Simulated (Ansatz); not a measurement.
# Geometry relaxation, with input and output: AlZnHClF (part 2 of 2)

Continued. System: AlZnHClF. Method: RKS B3LYP/def2-SVPD (Ansatz 0.2.0). It belongs to a series of runs on one base structure; here: end point B relaxed.

Geometry of the input (Å):
```
F  0.2464  0.3389  2.0599
Al -0.0842  -0.4022  0.4457
Cl -1.0790  -2.3575  0.3695
Zn -0.9301  0.8687  -1.0308
H  -0.6514  0.8826  -0.9388
```

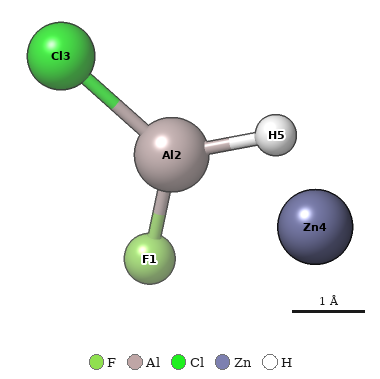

*The geometry at step 14 of the log (ball-and-stick view, seen at an oblique angle; atoms are numbered from 1 in the order of the input).*

**Trajectory as extended XYZ (Å, eV, eV/Å), 26 frames, from step=1 to step=26**
```
5
Properties=species:S:1:pos:R:3:forces:R:3 step=1 energy=-69976.06620
F     0.2464    0.3389    2.0599   -0.5912  -0.8919  -1.7821
Al   -0.0842   -0.4022    0.4457    3.7266  -3.5349   6.4942
Cl   -1.0790   -2.3575    0.3695    0.0096   0.5903  -0.0117
Zn   -0.9301    0.8687   -1.0308  -2282.2604 -108.6618 -758.0863
H    -0.6514    0.8826   -0.9388  2279.1155 112.4983 753.3860
5
Properties=species:S:1:pos:R:3:forces:R:3 step=2 energy=-70235.84778
F     0.2464    0.3388    2.0597   -0.6453  -0.9016  -1.8215
Al   -0.0840   -0.4024    0.4462    3.0104  -1.6567   4.5384
Cl   -1.0789   -2.3575    0.3695    0.0265   0.7015  -0.0566
Zn   -1.1158    0.8596   -1.0923  -118.7517  -2.9474 -41.7618
H    -0.4659    0.8919   -0.8776  116.3602   4.8041  39.1015
5
Properties=species:S:1:pos:R:3:forces:R:3 step=3 energy=-70240.37999
F     0.1879    0.2749    2.1122   -0.1584  -0.6333  -1.4488
Al    0.1054   -0.4275    0.4841    1.4031  -0.2029   2.4857
Cl   -1.0989   -2.2394    0.3701   -0.0307   0.2530  -0.0785
Zn   -1.1906    0.8794   -1.1297  -100.8193   6.5970 -30.3793
H    -0.5020    0.8431   -0.9312   99.6053  -6.0138  29.4209
5
Properties=species:S:1:pos:R:3:forces:R:3 step=4 energy=-70249.36835
F     0.1377    0.2496    2.1322    0.1426  -0.4799  -1.1536
Al    0.2806   -0.4904    0.5412    0.0642   0.3592   1.0274
Cl   -1.1326   -2.1575    0.3690    0.0438   0.0953  -0.0143
Zn   -1.2775    0.9999   -1.1235  -57.9700  20.6115  -8.9646
H    -0.5064    0.7289   -1.0135   57.7195 -20.5860   9.1051
5
Properties=species:S:1:pos:R:3:forces:R:3 step=5 energy=-70252.86390
F     0.0636    0.2062    2.1843    0.6239  -0.5051  -1.5470
Al    0.4749   -0.4829    0.5746   -1.1398   0.4505   1.3199
Cl   -1.1517   -2.0431    0.3584    0.3525   0.2642  -0.1180
Zn   -1.3648    0.9373   -1.1961  -42.6227  11.2157  -9.3222
H    -0.5202    0.7130   -1.0157   42.7861 -11.4252   9.6673
5
Properties=species:S:1:pos:R:3:forces:R:3 step=6 energy=-70257.03531
F    -0.0979    0.2725    2.1145    1.3064  -0.5761  -2.1434
Al    0.6018   -0.4091    0.5054   -2.2988   0.1744   2.1524
Cl   -1.1327   -2.0187    0.3490    0.7650   0.5240  -0.2631
Zn   -1.4180    0.8640   -1.1519  -22.9051   5.4652  -5.6659
H    -0.4514    0.6216   -0.9115   23.1324  -5.5875   5.9200
5
Properties=species:S:1:pos:R:3:forces:R:3 step=7 energy=-70258.39996
F    -0.1747    0.2360    2.1502    1.9635  -0.4943  -2.3431
Al    0.7983   -0.4097    0.5194   -3.3754   0.3222   2.3691
Cl   -1.1506   -1.9162    0.3448    0.8381   0.3845  -0.4142
Zn   -1.5198    0.8389   -1.1965  -13.1632   2.6334  -3.1562
H    -0.4514    0.5813   -0.9124   13.7370  -2.8458   3.5444
5
Properties=species:S:1:pos:R:3:forces:R:3 step=8 energy=-70259.09607
F    -0.1687    0.2881    2.1107    1.7735  -0.6308  -2.3647
Al    0.7196   -0.4242    0.4945   -3.1281   0.3680   2.3018
Cl   -1.1172   -1.9603    0.3371    0.8379   0.3237  -0.2635
Zn   -1.5084    0.9007   -1.1263  -11.2161   3.4738  -2.0419
H    -0.4235    0.5262   -0.9106   11.7328  -3.5347   2.3683
5
Properties=species:S:1:pos:R:3:forces:R:3 step=9 energy=-70259.93737
F    -0.2195    0.3025    2.0591    1.7935  -0.5631  -2.3643
Al    0.6740   -0.4316    0.4569   -3.1614   0.2091   2.3324
Cl   -1.0595   -2.0210    0.3770    0.8981   0.2614  -0.2646
Zn   -1.4953    1.0260   -1.0691   -7.3349   3.4950  -0.9181
H    -0.3978    0.4546   -0.9184    7.8047  -3.4024   1.2145
5
Properties=species:S:1:pos:R:3:forces:R:3 step=10 energy=-70261.29732
F    -0.2630    0.3085    1.9765    1.8567  -0.4568  -2.1593
Al    0.6233   -0.4386    0.4374   -3.4511  -0.0186   2.2123
Cl   -0.9883   -2.1117    0.4416    1.0261   0.2277  -0.2601
Zn   -1.5347    1.2213   -1.0521   -1.9096   1.1203  -0.2195
H    -0.3356    0.3509   -0.8979    2.4779  -0.8727   0.4267
5
Properties=species:S:1:pos:R:3:forces:R:3 step=11 energy=-70262.40127
F    -0.2260    0.3525    1.9178    1.2409  -0.4017  -1.4578
Al    0.4246   -0.4560    0.4519   -2.3737  -0.1319   1.5670
Cl   -0.8888   -2.2392    0.4690    0.6927   0.0518  -0.0791
Zn   -1.5424    1.3719   -1.0474   -0.9075   0.5728  -0.2473
H    -0.2656    0.3012   -0.8858    1.3475  -0.0910   0.2172
5
Properties=species:S:1:pos:R:3:forces:R:3 step=12 energy=-70263.04427
F    -0.1223    0.3378    1.9079    0.3613   0.5208   0.6493
Al    0.2405   -0.4953    0.5176   -0.9015   0.0842  -1.0631
Cl   -0.8319   -2.3052    0.4849    0.0511  -0.7350   0.0372
Zn   -1.5906    1.4633   -1.1212   -0.6481   0.4764  -0.2924
H    -0.1939    0.3298   -0.8837    1.1372  -0.3464   0.6689
5
Properties=species:S:1:pos:R:3:forces:R:3 step=13 energy=-70263.54577
F    -0.0988    0.3778    1.8911    0.2577   0.5805   1.0195
Al    0.0643   -0.4765    0.5006   -0.7757  -1.2055  -0.1786
Cl   -0.7119   -2.4543    0.5258    0.2842  -0.0089   0.0462
Zn   -1.6863    1.5970   -1.2103   -0.4339   0.3469  -0.2007
H    -0.0655    0.2864   -0.8017    0.6677   0.2870  -0.6864
5
Properties=species:S:1:pos:R:3:forces:R:3 step=14 energy=-70263.85057
F    -0.0284    0.3826    1.9278    0.0366   0.2591   0.6294
Al   -0.1285   -0.4879    0.5278   -0.0602  -0.3810  -0.6785
Cl   -0.6308   -2.5426    0.5550    0.0235   0.1476   0.0569
Zn   -1.7891    1.6921   -1.2938   -0.3256   0.2253  -0.0943
H     0.0786    0.2863   -0.8112    0.3257  -0.2508   0.0864
5
Properties=species:S:1:pos:R:3:forces:R:3 step=15 energy=-70263.90338
F    -0.0256    0.3895    1.9395   -0.2282  -0.1480  -0.0391
Al   -0.2240   -0.4935    0.5240    0.4970  -0.0890  -0.0176
Cl   -0.5551   -2.5922    0.5861   -0.1249   0.3346   0.0437
Zn   -1.8918    1.7970   -1.3538   -0.1906   0.0768   0.0085
H     0.1983    0.2296   -0.7903    0.0468  -0.1745   0.0046
5
Properties=species:S:1:pos:R:3:forces:R:3 step=16 energy=-70264.00118
F    -0.1334    0.4163    1.8983   -0.0229  -0.1167  -0.0761
Al   -0.1061   -0.5050    0.4931   -0.0574   0.0770   0.1078
Cl   -0.6239   -2.5521    0.6085   -0.0115   0.1255   0.0027
Zn   -2.0201    1.8069   -1.2783   -0.0735  -0.0197   0.0430
H     0.3853    0.1643   -0.8161    0.1653  -0.0662  -0.0774
5
Properties=species:S:1:pos:R:3:forces:R:3 step=17 energy=-70264.05239
F    -0.1434    0.4249    1.8874    0.0260   0.0322   0.0328
Al   -0.0615   -0.4707    0.4738   -0.1371   0.1314  -0.0876
Cl   -0.7445   -2.4629    0.5664   -0.0211  -0.0315  -0.0254
Zn   -2.1325    1.6954   -1.2203   -0.0144  -0.0702   0.0716
H     0.5837    0.1438   -0.8018    0.1467  -0.0619   0.0086
5
Properties=species:S:1:pos:R:3:forces:R:3 step=18 energy=-70264.09349
F    -0.1412    0.4446    1.8778   -0.0270   0.1176   0.0560
Al   -0.0707   -0.4236    0.4481    0.0690  -0.0006  -0.2662
Cl   -0.8255   -2.4009    0.5231   -0.0358   0.0768  -0.0556
Zn   -2.2325    1.6066   -1.1727    0.0520  -0.1171   0.1054
H     0.7717    0.1038   -0.7708   -0.0582  -0.0767   0.1605
5
Properties=species:S:1:pos:R:3:forces:R:3 step=19 energy=-70264.13093
F    -0.1505    0.4851    1.8482    0.0023   0.2080   0.1927
Al   -0.0361   -0.3799    0.4249    0.0383  -0.1658  -0.5512
Cl   -0.9509   -2.3045    0.4483    0.0640   0.1925  -0.0585
Zn   -2.3074    1.4605   -1.0756    0.1059  -0.1259   0.1076
H     0.9467    0.0693   -0.7403   -0.2104  -0.1088   0.3093
5
Properties=species:S:1:pos:R:3:forces:R:3 step=20 energy=-70264.17624
F    -0.1482    0.5267    1.8231    0.0062   0.1825   0.1390
Al   -0.0431   -0.3199    0.3832   -0.0023  -0.2672  -0.4389
Cl   -1.0512   -2.2109    0.3706    0.1091   0.2439  -0.0511
Zn   -2.3127    1.3011   -0.9640    0.1380  -0.1110   0.0972
H     1.0571    0.0336   -0.7073   -0.2510  -0.0482   0.2537
5
Properties=species:S:1:pos:R:3:forces:R:3 step=21 energy=-70264.21440
F    -0.1556    0.5757    1.7952    0.0191   0.0542   0.1091
Al   -0.0626   -0.2964    0.3624   -0.1030  -0.0876  -0.2695
Cl   -1.1142   -2.1599    0.3108    0.1063   0.1045   0.0150
Zn   -2.2156    1.1658   -0.8648    0.0361  -0.0139   0.0295
H     1.0497    0.0452   -0.6980   -0.0585  -0.0572   0.1159
5
Properties=species:S:1:pos:R:3:forces:R:3 step=22 energy=-70264.19056 accepted=F
F    -0.1578    0.5880    1.7744   -0.0902   0.0746  -0.0109
Al   -0.1473   -0.2306    0.2971    0.3268  -0.2862   0.2452
Cl   -1.0933   -2.1481    0.2924   -0.0877  -0.0089  -0.0189
Zn   -2.1596    1.1182   -0.7909   -0.1568   0.1209  -0.0846
H     1.0599    0.0029   -0.6675    0.0079   0.0996  -0.1309
5
Properties=species:S:1:pos:R:3:forces:R:3 step=23 energy=-70264.21991
F    -0.1847    0.5909    1.7748    0.0165   0.0216   0.0293
Al   -0.0902   -0.2825    0.3363   -0.0055  -0.0669  -0.0696
Cl   -1.0984   -2.1662    0.3103    0.0397   0.0349   0.0033
Zn   -2.1741    1.1575   -0.8184   -0.0323   0.0271  -0.0133
H     1.0491    0.0308   -0.6975   -0.0183  -0.0167   0.0503
5
Properties=species:S:1:pos:R:3:forces:R:3 step=24 energy=-70264.21975 accepted=F
F    -0.1662    0.5804    1.7836   -0.0300  -0.0046  -0.0533
Al   -0.1046   -0.2816    0.3328    0.0877  -0.0034   0.0491
Cl   -1.0834   -2.1763    0.3202   -0.0149   0.0128  -0.0136
Zn   -2.1890    1.1756   -0.8427    0.0002  -0.0021   0.0113
H     1.0450    0.0324   -0.6885   -0.0431  -0.0026   0.0065
5
Properties=species:S:1:pos:R:3:forces:R:3 step=25 energy=-70264.22094
F    -0.1835    0.5935    1.7714    0.0047   0.0021  -0.0018
Al   -0.0899   -0.2857    0.3348   -0.0197  -0.0264  -0.0016
Cl   -1.0909   -2.1700    0.3103    0.0149   0.0127   0.0030
Zn   -2.1865    1.1684   -0.8207   -0.0104   0.0112  -0.0031
H     1.0525    0.0243   -0.6904    0.0106   0.0004   0.0035
5
Properties=species:S:1:pos:R:3:forces:R:3 step=26 energy=-70264.22115
F    -0.1883    0.5957    1.7661   -0.0005  -0.0001  -0.0028
Al   -0.0909   -0.2897    0.3335   -0.0001  -0.0014  -0.0018
Cl   -1.0830   -2.1766    0.3135    0.0001   0.0004   0.0010
Zn   -2.1908    1.1805   -0.8191    0.0000   0.0005   0.0015
H     1.0548    0.0205   -0.6886    0.0006   0.0007   0.0021
```

**Key numbers**

```tsv
quantity	value
outcome	converged
total energy	−70264.2214 eV
mean-field energy	−70264.2214 eV
largest force (length of the vector) at the end	0.003 eV/Å
hardware	2 threads of Intel Xeon @ 2.90GHz (Ice Lake), 16 GiB of memory available, shared host
wall time	1.9 min (CPU time 3.6 min)
peak memory	0.29 GiB
```
